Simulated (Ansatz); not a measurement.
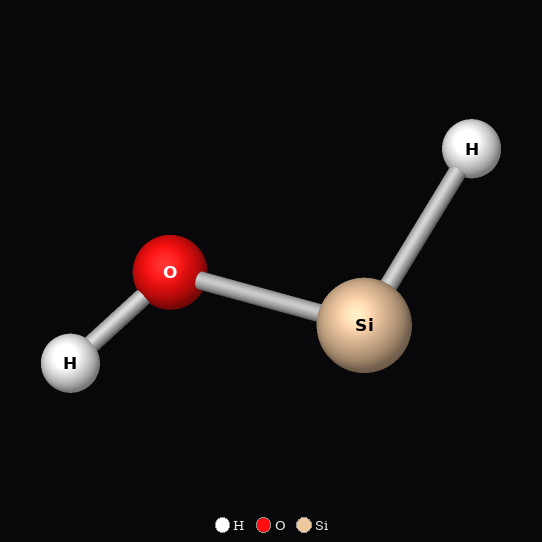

Harmonic vibrations computed with RKS PBE0-D4/def2-TZVP (Ansatz 0.2.0) at a stationary point of the same level.

Question: Minimum or transition state?

Answer: A minimum: no imaginary frequency, and the lowest mode lies at 671 cm⁻¹.

Question: How many vibrational modes are there, and where do they lie?

Answer: 6 modes: 671, 800, 867, 960, 2005, 3882 cm⁻¹.
